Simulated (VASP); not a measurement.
Band structure of BeTe (zinc blende). Level of theory: PBE GGA, VASP's PBE PAW potentials (set 64) (plane waves; VASP).

Unless said otherwise, spin-orbit coupling is left out, though it shifts the bands of the heavy elements here.

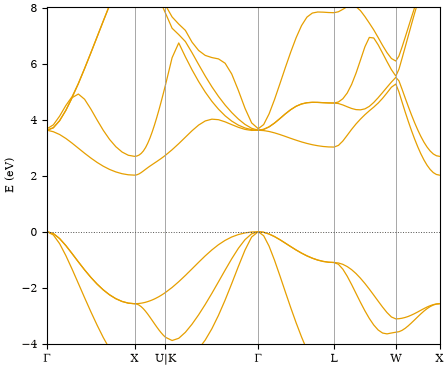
Fig. 1. Bands along high-symmetry lines, zero at the valence-band maximum or, without a gap, the Fermi level

### Question
Read the plot: is there a gap, and where are the band edges?

### Answer
The gap is indirect, 2.02 eV, from the valence maximum at Γ to the conduction minimum at X. (Edges off the drawn lines would not show.)

Measured: gap 2.80 eV (computed value off by -0.78 eV), as given by Das et al., (2018), arXiv:1807.05623.

The compound is BeTe in the zinc blende structure. It was relaxed first.
